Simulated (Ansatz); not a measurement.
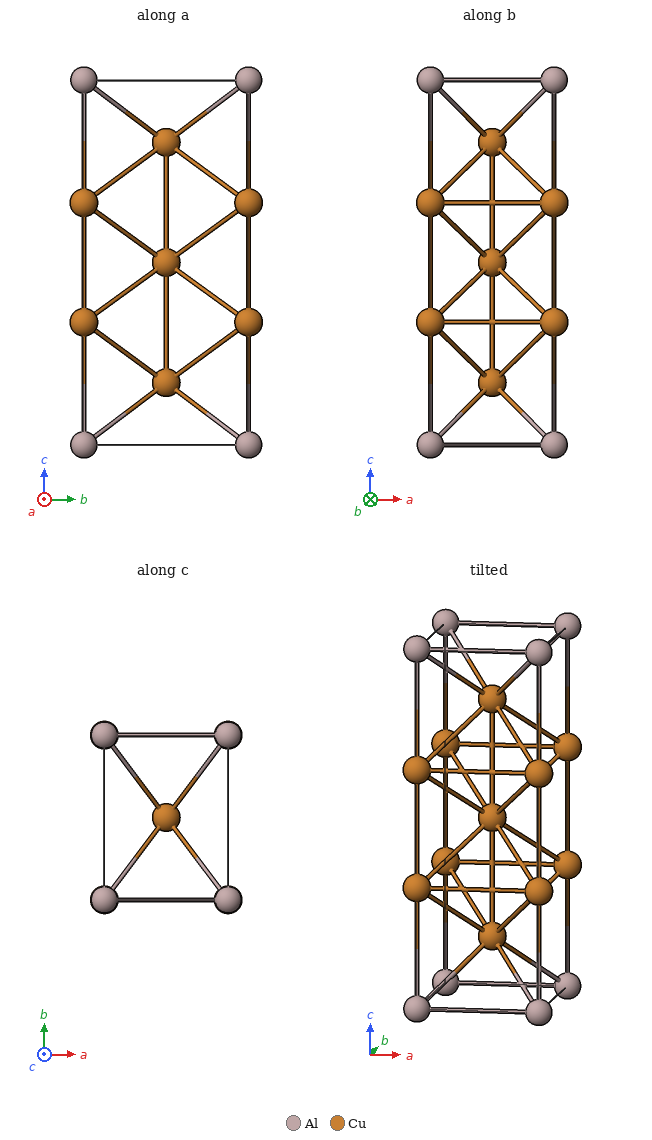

This ball-and-stick model is shown along the a axis, along the b axis, along the c axis and slightly off an axis. Lines trace the edges of the conventional unit cell.

Lattice parameters: a = 2.6937 Å, b = 3.5841 Å, c = 7.9368 Å, α = 90.000°, β = 90.000°, γ = 90.000°.

Q: Set out the cell and atoms as a CIF with its space group and independent sites, with free fractional coordinates to two decimals.

A:
```cif
data_structure
_symmetry_space_group_name_H-M 'P m m m'
_symmetry_Int_Tables_number 47
_cell_length_a 2.6937
_cell_length_b 3.5841
_cell_length_c 7.9368
_cell_angle_alpha 90.000
_cell_angle_beta 90.000
_cell_angle_gamma 90.000
_cell_volume 76.63
loop_
_atom_site_label
_atom_site_type_symbol
_atom_site_symmetry_multiplicity
_atom_site_Wyckoff_symbol
_atom_site_fract_x
_atom_site_fract_y
_atom_site_fract_z
_atom_site_occupancy
Al1 Al 1 a 0.00 0.00 0.00 1
Cu1 Cu 2 t 0.50 0.50 0.83 1
Cu2 Cu 2 q 0.00 0.00 0.34 1
Cu3 Cu 1 h 0.50 0.50 0.50 1
```

Origin of the cell: a structure type filled with these elements by a generator (whether the compound takes this form wasn't checked). The cell was then strained or its atoms displaced on purpose. It was relaxed at fixed volume with Ansatz, DFT PBE, scalar-relativistic, plane waves, PAW.
